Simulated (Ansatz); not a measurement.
## Run report: GaH₃BrCl, single-point calculation

The run: single-point calculation of GaH₃BrCl. Method and program: RKS PBE0-D4/def2-TZVPP (Ansatz 0.2.0).

The geometry is the product side of a reaction. The reaction was set up to form Ga1–Cl6 and Br2–H5 and to break Ga1–Br2 and H5–Cl6 (atoms counted from 1 in the order of the input); sticks are drawn by distance alone. The geometry comes from this level: PBE0-D4/def2-TZVP.

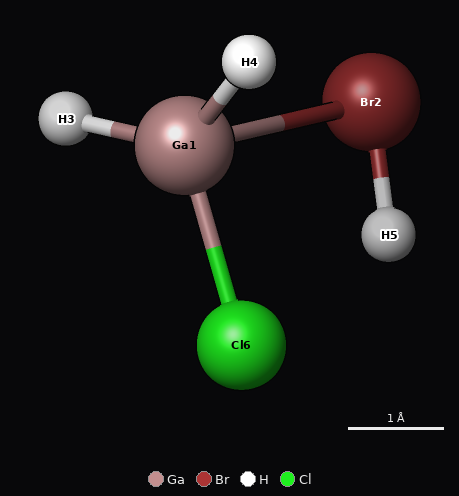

**Figure 1.** The input geometry (ball-and-stick view, seen at a tilt; atoms are numbered from 1 in the order of the input). Sticks mark near contacts.

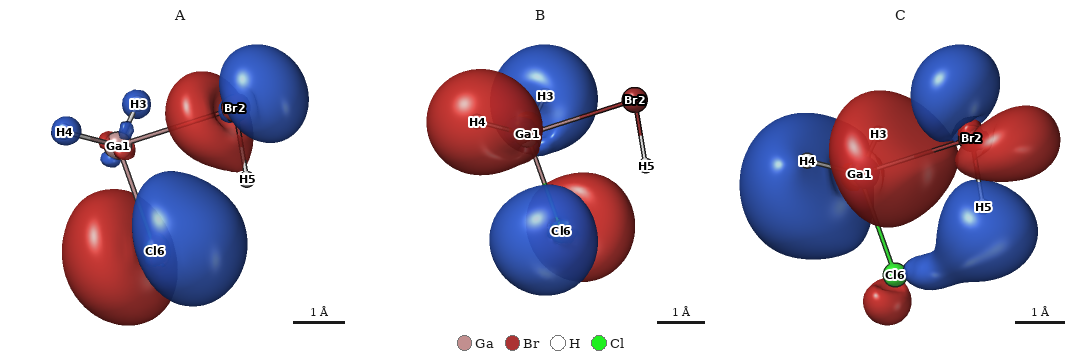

**Figure 2.** Three frontier orbitals at ±0.08 Å⁻³ᐟ² (red and blue are the two phases). A is the HOMO−1 (−8.81 eV). B is the HOMO (−8.23 eV). By Hirshfeld shares it lies mainly on Cl6 (50 %), Ga1 (20 %), H4 (15 %) and H3 (15 %). C is the LUMO (−1.09 eV). Its weight (Hirshfeld) is mainly on Ga1 (50 %), Br2 (30 %) and H5 (10 %). The HOMO–LUMO gap is 7.14 eV between the orbital energies.

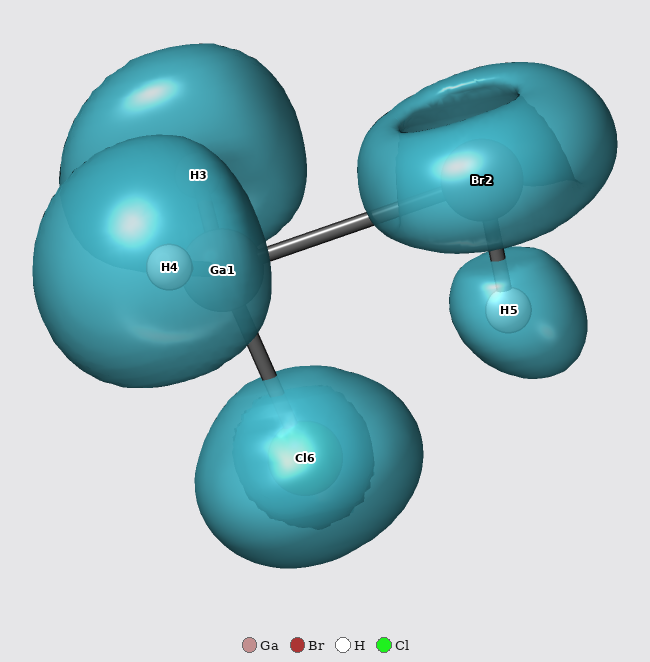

**Figure 3.** Isosurface of the ELF at 0.8 (cyan), seen at a tilt. Only the valence region is drawn (cores and ρ < 0.01 e/Å³ removed). Along the contacts the grid gives the following. Ga–Cl (2.19 Å): the ELF peaks at about 0.85 in the valence shell of Cl, 0.8 Å from its nucleus, and is about 0.55 at the midpoint.

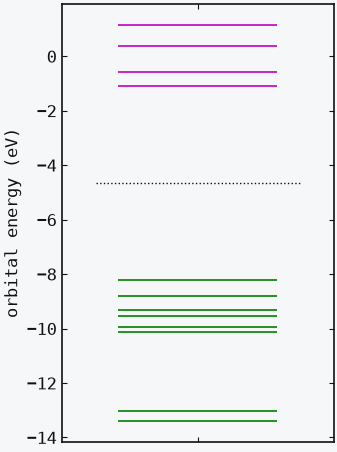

**Figure 4.** Orbital energies near the frontier; the dotted line parts filled from empty levels, and levels within 0.02 eV of each other stand side by side. Highest filled −8.23 eV, lowest empty −1.09 eV, 7.14 eV apart.

The input that produced these results follows, with the program's output.

Input file:
```yaml
crystal:
  periodic: [false, false, false]
  atoms:
    - {symbol: Ga, position_ang: [-0.249016, -0.805733, 0.433687]}
    - {symbol: Br, position_ang: [-0.643285, 1.864153, -0.590187]}
    - {symbol: H, position_ang: [-1.239755, -1.513868, -0.534682]}
    - {symbol: H, position_ang: [-0.401923, -0.441414, 1.938550]}
    - {symbol: H, position_ang: [0.720452, 1.632456, -0.951980]}
    - {symbol: Cl, position_ang: [1.813428, -0.735594, -0.295488]}
basis:
  gaussian: {orbitals: def2-TZVPP}
hamiltonian: {xc: pbe0, dispersion: d4}
output: {orbitals: {seedname: orbitals}}
```

Launched with:
```bash
ansatz run in.yaml --threads 4 --pin off --events-out ev --progress --plain --max-ram 9574MiB
```

What the program printed:
```
Functional definition: PBE0
  name "PBE0"
  cite "Adamo & Barone, J. Chem. Phys. 110, 6158 (1999) doi:10.1063/1.478522"
  cite "Perdew, Burke & Ernzerhof, Phys. Rev. Lett. 77, 3865 (1996) doi:10.1103/PhysRevLett.77.3865"
  parent pbe
  parameter a = 0.25
  parameter kappa = 0.804
  parameter beta = 0.06672455060314922
  exchange = (1 - a)*pbe_x(kappa = kappa, mu = beta*pi^2/3) + a*exact_x
  correlation = pbe_c(beta = beta)
1328 factors; their error is unknown
mean field evaluation 1: about -134976.8750 eV, gradient 2.6e1 eV
mean field evaluation 2: about -134976.7277 eV, gradient 3.3e1 eV
mean field evaluation 4: about -134977.8291 eV, gradient 8.1e-1 eV
mean field evaluation 8: about -134978.4838 eV, gradient 4.3e-1 eV
mean field -134978.48395033 eV, -4960.3677934723 hartree, gradient 6.1e-5 eV, S^2 0.000000; 0 other end points of the search recorded, 0 dependent functions left out
reference -134978.48397895 eV, -4960.3677945241 hartree; 43, 43 occupied and 137, 137 virtual orbitals, 1328 factors
Total energy: -134978.61240887 eV, -4960.3725142366 hartree
```

Summary:

| quantity | value |
| --- | --- |
| outcome | converged |
| total energy | −134978.6124 eV |
| mean-field energy | −134978.4840 eV |
| dispersion energy | −0.1284 eV |
| SCF solution under orbital rotations | stable |
| HOMO | −8.23 eV |
| LUMO | −1.09 eV |
| hardware | 4 threads of Arm Neoverse V2, 23 GiB of memory available, shared host |
| wall time | 1.8 s (CPU time 6.7 s) |
| peak memory | 0.54 GiB |
